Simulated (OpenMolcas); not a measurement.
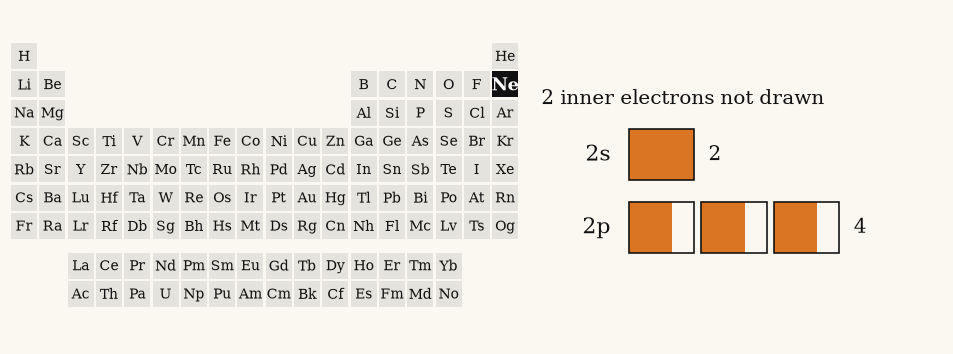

Left, the place of neon in the periodic table; right, the outer shells of the leading configuration of the lowest level: a box for each of the 2l + 1 orbitals, shaded by the share of the shell that is filled, with the electron count at the right.

Multiconfigurational calculation for Ne²⁺ (part 1 of 2)

- system: Ne²⁺.
- method: state-averaged CASSCF, active space 6 electrons in the shells 2s 2p, basis ANO-R2, X2C scalar Hamiltonian, spin-orbit coupling by RASSI with atomic mean-field integrals (OpenMolcas)

## The program's output (extracts)
```
--- SEWARD ---
Basis set label: NE.ANO-R...4S4P2D1F.

      Electronic valence basis set:
      ------------------
      Associated Effective Charge  10.000000 au
      Associated Actual Charge     10.000000 au
      Nuclear Model: Finite nucleus - Gaussian distribution
        Gaussian exponent, Xi/bohr**(-2):  5.21057E+08

      Shell  nPrim  nBasis  Cartesian Spherical Contaminant
         s      14       4        X
         p       8       4        X
         d       4       2                 X
         f       3       1                 X
                  Relativistic X2C integrals
                  Atomic mean-field integrals
--- RASSCF ---
Wave function specifications:
      -----------------------------

      Number of closed shell electrons           2
      Number of electrons in active shells       6
      Max number of holes in RAS1 space          0
      Max nr of electrons in RAS3 space          0
      Number of inactive orbitals                1
      Number of active orbitals                  4
      Number of secondary orbitals              28
      Spin quantum number                      1.0
      State symmetry                             1
Orbital specifications:
      -----------------------

      Symmetry species                           1   2
                                                ag  au
      Frozen orbitals                            0   0
      Inactive orbitals                          1   0
      Active orbitals                            1   3
      RAS1 orbitals                              0   0
      RAS2 orbitals                              1   3
      RAS3 orbitals                              0   0
      Secondary orbitals                        12  16
      Deleted orbitals                           0   0
      Number of basis functions                 14  19
      Number of CSFs                             3
      Number of root(s) required                 3
      Iter CI   SX   CI       RASSCF       Energy    max ROT     max BLB   max BLB  Level Ln srch  Step   QN
          iter iter root      energy       change     param      element    value   shift minimum  type update
 Nr of preliminary CI iterations:   1
 ###############################################################################
 ###############################################################################
 ###                                                                         ###
 ###                                                                         ###
 ###    WARNING: Problems in orbital optimization.                           ###
 ###                                                                         ###
 ###                                                                         ###
 ###############################################################################
 ###############################################################################
  Warning: In symmetry  1, orbital p=   2 has diagonal density matrix element D(p,p) close to two. (2 - D(p,p))=  0.000000E+00
        1   1    2    0  -126.50814388    0.00E+00  -6.48E-08    2   3 1 -4.91E-07   0.50   0.00    SX    NO
        ...
 ###############################################################################
 ###############################################################################
  Warning: In symmetry  1, orbital p=   2 has diagonal density matrix element D(p,p) close to two. (2 - D(p,p))=  0.000000E+00
        4   1    1    0  -126.50814388    1.14E-13   0.00E+00    2   3 1 -5.39E-08   0.50   0.00    SX    NO
      Convergence after  4 iterations
        5   1    1    0  -126.50814388   -1.42E-14   0.00E+00    2   3 1 -5.39E-08   0.50   0.00    SX    NO
      Natural orbitals and occupation numbers for root  1
      sym 1:   2.000000
      sym 2:   2.000000   1.000000   1.000000
      Natural orbitals and occupation numbers for root  2
      sym 1:   2.000000
      sym 2:   1.000000   1.000000   2.000000
      Natural orbitals and occupation numbers for root  3
      sym 1:   2.000000
      sym 2:   1.000000   2.000000   1.000000
::    RASSCF root number  1 Total energy:   -126.50814388
::    RASSCF root number  2 Total energy:   -126.50814388
::    RASSCF root number  3 Total energy:   -126.50814388
--- RASSCF ---
Wave function specifications:
      -----------------------------

      Number of closed shell electrons           2
      Number of electrons in active shells       6
      Max number of holes in RAS1 space          0
      Max nr of electrons in RAS3 space          0
      Number of inactive orbitals                1
      Number of active orbitals                  4
      Number of secondary orbitals              28
      Spin quantum number                      0.0
      State symmetry                             1
Orbital specifications:
      -----------------------

      Symmetry species                           1   2
                                                ag  au
      Frozen orbitals                            0   0
      Inactive orbitals                          1   0
      Active orbitals                            1   3
      RAS1 orbitals                              0   0
      RAS2 orbitals                              1   3
      RAS3 orbitals                              0   0
      Secondary orbitals                        12  16
      Deleted orbitals                           0   0
      Number of basis functions                 14  19
      Number of CSFs                             7
      Number of root(s) required                 6
      Iter CI   SX   CI       RASSCF       Energy    max ROT     max BLB   max BLB  Level Ln srch  Step   QN
          iter iter root      energy       change     param      element    value   shift minimum  type update
 Nr of preliminary CI iterations:   1
        1   1    6    0  -126.36308352    0.00E+00  -1.56E-02    3   6 2 -2.74E-02*  0.00   0.00    SX    NO
        2   1    7    0  -126.36381716   -7.34E-04* -1.15E-03    2   4 1 -1.16E-02*  0.00   0.00    SX    NO
        3   1    6    0  -126.36384255   -2.54E-05* -3.82E-04    3   6 2 -1.43E-03*  0.00   0.00    SX    NO
        4   1    6    0  -126.36384403   -1.48E-06*  8.30E-05    2   4 1 -5.58E-04*  0.00   0.00    SX    NO
        5   1    6    0  -126.36384412   -9.17E-08*  1.86E-05    2   4 1  8.94E-05   0.00   0.80    QN   YES
        6   1    3    0  -126.36384413   -6.23E-09  -6.30E-07    2   4 1 -6.08E-06   0.00   1.01    QN   YES
      Convergence after  6 iterations
        7   1    3    0  -126.36384413   -8.07E-12  -6.30E-07    2   4 1 -9.71E-07   0.00   1.01    QN   YES
      Natural orbitals and occupation numbers for root  1
      sym 1:   2.000000
      sym 2:   0.876549   1.982254   1.141197
      Natural orbitals and occupation numbers for root  2
      sym 1:   2.000000
      sym 2:   1.598794   1.730208   0.670998
      Natural orbitals and occupation numbers for root  3
      sym 1:   2.000000
      sym 2:   0.916101   1.091649   1.992251
::    RASSCF root number  1 Total energy:   -126.38277165
::    RASSCF root number  2 Total energy:   -126.38277165
::    RASSCF root number  3 Total energy:   -126.38277165
::    RASSCF root number  4 Total energy:   -126.38277165
::    RASSCF root number  5 Total energy:   -126.38277165
::    RASSCF root number  6 Total energy:   -126.26920650
--- RASSCF ---
Wave function specifications:
      -----------------------------

      Number of closed shell electrons           2
      Number of electrons in active shells       6
      Max number of holes in RAS1 space          0
      Max nr of electrons in RAS3 space          0
      Number of inactive orbitals                1
      Number of active orbitals                  4
      Number of secondary orbitals              28
      Spin quantum number                      1.0
      State symmetry                             2
Orbital specifications:
      -----------------------

      Symmetry species                           1   2
                                                ag  au
      Frozen orbitals                            0   0
      Inactive orbitals                          1   0
      Active orbitals                            1   3
      RAS1 orbitals                              0   0
      RAS2 orbitals                              1   3
      RAS3 orbitals                              0   0
      Secondary orbitals                        12  16
      Deleted orbitals                           0   0
      Number of basis functions                 14  19
      Number of CSFs                             3
      Number of root(s) required                 3
      Iter CI   SX   CI       RASSCF       Energy    max ROT     max BLB   max BLB  Level Ln srch  Step   QN
          iter iter root      energy       change     param      element    value   shift minimum  type update
 Nr of preliminary CI iterations:   1
        1   1    7    0  -125.52821624    0.00E+00  -1.35E-02    3   6 2 -6.13E-02*  0.00   0.00    SX    NO
        2   1    6    0  -125.53086770   -2.65E-03* -2.94E-03    2   4 1 -1.38E-02*  0.00   0.00    SX    NO
        3   1    6    0  -125.53096143   -9.37E-05* -6.88E-04    3   6 2 -3.37E-03*  0.00   0.00    SX    NO
        4   1    6    0  -125.53096776   -6.33E-06*  1.78E-04    3   6 2  8.80E-04*  0.00   0.00    SX    NO
        5   1    6    0  -125.53096823   -4.71E-07*  3.90E-05    3   6 2 -2.45E-04*  0.00   0.78    QN   YES
        6   1    3    0  -125.53096827   -3.84E-08*  2.71E-07    2   4 1 -9.69E-07   0.00   1.00    QN   YES
        7   1    2    0  -125.53096827   -3.84E-13  -2.79E-08    2   4 1 -1.07E-07   0.00   2.50    QN   YES
      Convergence after  7 iterations
        8   1    2    0  -125.53096827   -1.28E-13  -2.79E-08    3   9 2 -6.32E-08   0.00   2.50    QN   YES
      Natural orbitals and occupation numbers for root  1
      sym 1:   1.000000
      sym 2:   2.000000   2.000000   1.000000
      Natural orbitals and occupation numbers for root  2
      sym 1:   1.000000
      sym 2:   2.000000   1.000000   2.000000
      Natural orbitals and occupation numbers for root  3
      sym 1:   1.000000
      sym 2:   1.000000   2.000000   2.000000
::    RASSCF root number  1 Total energy:   -125.53096827
::    RASSCF root number  2 Total energy:   -125.53096827
::    RASSCF root number  3 Total energy:   -125.53096827
--- RASSCF ---
Wave function specifications:
      -----------------------------

      Number of closed shell electrons           2
      Number of electrons in active shells       6
      Max number of holes in RAS1 space          0
      Max nr of electrons in RAS3 space          0
      Number of inactive orbitals                1
      Number of active orbitals                  4
      Number of secondary orbitals              28
      Spin quantum number                      0.0
      State symmetry                             2
Orbital specifications:
      -----------------------

      Symmetry species                           1   2
                                                ag  au
      Frozen orbitals                            0   0
      Inactive orbitals                          1   0
      Active orbitals                            1   3
      RAS1 orbitals                              0   0
      RAS2 orbitals                              1   3
      RAS3 orbitals                              0   0
      Secondary orbitals                        12  16
      Deleted orbitals                           0   0
      Number of basis functions                 14  19
      Number of CSFs                             3
      Number of root(s) required                 3
      Iter CI   SX   CI       RASSCF       Energy    max ROT     max BLB   max BLB  Level Ln srch  Step   QN
          iter iter root      energy       change     param      element    value   shift minimum  type update
 Nr of preliminary CI iterations:   1
        1   1    7    0  -125.08074539    0.00E+00   2.06E-02    1   2 1 -1.25E-01*  0.00   0.00    SX    NO
        2   1    6    0  -125.08469484   -3.95E-03*  2.84E-03    1   4 2  1.48E-02*  0.00   0.00    SX    NO
        3   1    6    0  -125.08484109   -1.46E-04* -1.04E-03    2   4 1  4.87E-03*  0.00   0.00    SX    NO
        4   1    6    0  -125.08485012   -9.03E-06*  2.19E-04    1   4 2  1.09E-03*  0.00   0.00    SX    NO
        5   1    6    0  -125.08485076   -6.42E-07* -4.87E-05    2   4 1  2.89E-04*  0.00   0.80    QN   YES
        6   1    3    0  -125.08485082   -5.30E-08* -7.05E-06    2   4 1  3.15E-05   0.00   1.03    QN   YES
        7   1    3    0  -125.08485082   -3.05E-10  -9.44E-07    2   4 1  3.32E-06   0.00   1.13    QN   YES
      Convergence after  7 iterations
        8   1    3    0  -125.08485082   -5.64E-12  -9.44E-07    1  10 2  1.56E-07   0.00   1.13    QN   YES
      Natural orbitals and occupation numbers for root  1
      sym 1:   1.000000
      sym 2:   2.000000   1.000000   2.000000
      Natural orbitals and occupation numbers for root  2
      sym 1:   1.000000
      sym 2:   2.000000   2.000000   1.000000
      Natural orbitals and occupation numbers for root  3
      sym 1:   1.000000
      sym 2:   1.000000   2.000000   2.000000
::    RASSCF root number  1 Total energy:   -125.08485082
::    RASSCF root number  2 Total energy:   -125.08485082
::    RASSCF root number  3 Total energy:   -125.08485082
```

(Continued in part 2.) Outcome of the run: converged.
